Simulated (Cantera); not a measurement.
A closed system holds: 1 mol CO2, 0.077 mol O2, 0.42 mol N2, held at 51.0 mbar.

Method: chemical equilibrium by Gibbs-energy minimisation in Cantera with the NASA 1993 tables (ideal gas, pure condensed phases). Candidate condensed phases: C; 24 gas species. The numbers say what is thermodynamically allowed, not how fast it happens.

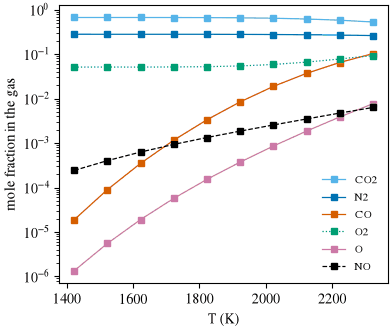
*Equilibrium gas composition (values under 1e-9 drawn at 1e-9)*

From 1423 K to 2323 K nothing is condensed. The main C-bearing gas is CO2 throughout.
